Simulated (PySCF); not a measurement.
**C7H12F (charge +1): density, localisation and related maps**

Input

```
{"job": {"kind": "nmr", "xc": "CAM-B3LYP", "basis": "pcSseg-1", "pop": false}, "charge": 1, "multiplicity": 1}
C      2.822210    -0.300884     0.512998
C      1.532460     0.364605     0.074028
C      0.356047    -0.689395     0.159048
C     -0.808636    -0.013600    -0.352542
C     -1.171900    -0.084384    -1.750338
C     -1.616957     0.799676     0.542525
C     -2.696131     0.373586     1.184545
F     -3.130148    -0.870570     1.037296
H      3.087207    -1.130937    -0.136113
H      3.620715     0.437394     0.461660
H      2.757024    -0.661268     1.535816
H      1.300282     1.205843     0.725933
H      1.623411     0.722317    -0.951483
H      0.649733    -1.541301    -0.454750
H      0.259991    -0.968728     1.208360
H     -0.375121    -0.457484    -2.391393
H     -1.607721     0.840970    -2.130238
H     -1.993997    -0.817135    -1.800510
H     -1.301432     1.826775     0.675183
H     -3.307036     0.964521     1.849972
```

Run with:

```sh
OMP_NUM_THREADS=1 python ens_run.py task.json out
```

Geometry: GFN2-xTB; a saddle point, not a minimum.

These are results of CAM-B3LYP/pcSseg-1, SCF density, gas phase, non-relativistic (PySCF), not measurements.

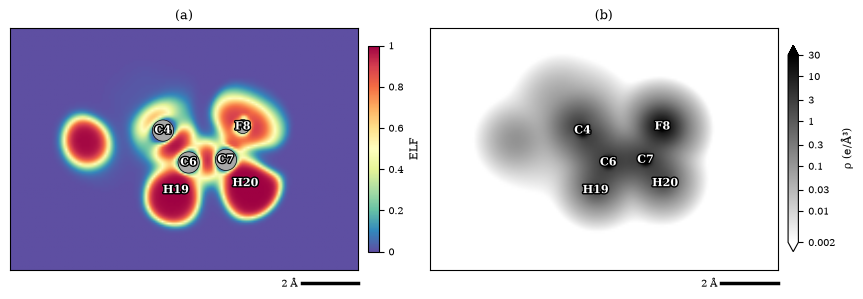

Figure 1. (a) ELF; (b) total electron density on the plane of atoms C4, C6 and H19. Grey discs cover the atomic cores in the ELF map.

Q: Describe what can be read from this map.

A: The plane passes through C, F and H nuclei.
C–F (1.33 Å): the density is about 2.4 e/Å³ at the midpoint; the ELF peaks at about 0.85 between the atoms: a polar covalent bond.
C–C (1.33 Å): ρ at the midpoint is about 2.3 e/Å³; the ELF peaks at about 0.90 between the atoms (a short, multiple covalent bond).
C–H (1.08 Å): the density is about 2.2 e/Å³ at the midpoint; the ELF climbs to about 1 towards the hydrogen, as it does in any bond to H; a covalent bond by its length.
C–C (1.45 Å): ρ is about 1.9 e/Å³ halfway; the ELF peaks at about 0.95 between the atoms (localised, covalent bonding).
The ELF also peaks beside F8, away from the bonds: lone-pair regions.

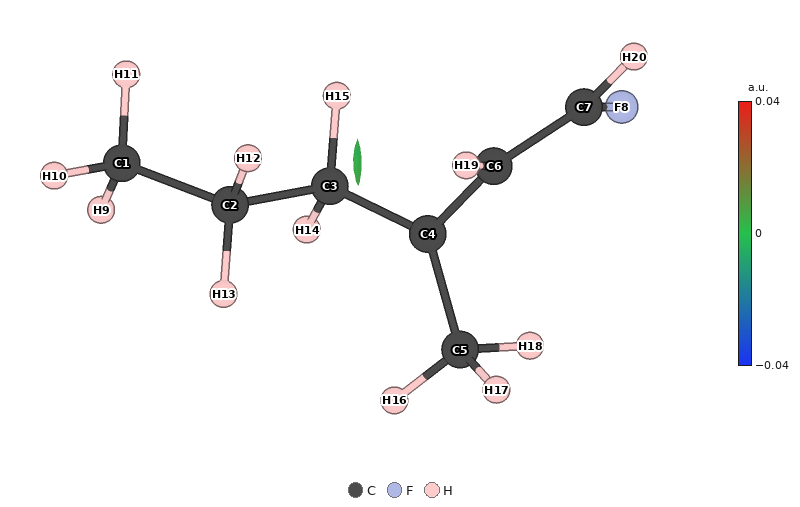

Figure 2. Non-covalent interaction (NCI) plot: the surface where the reduced density gradient is 0.6, for densities under 0.05 a.u., coloured by sign(λ₂)ρ; seen at a tilt.

Q: What holds or crowds the atoms apart from the covalent bonds?

A: Between H12 and C2 on one side and C6 and H19 on the other: a weak contact (green).
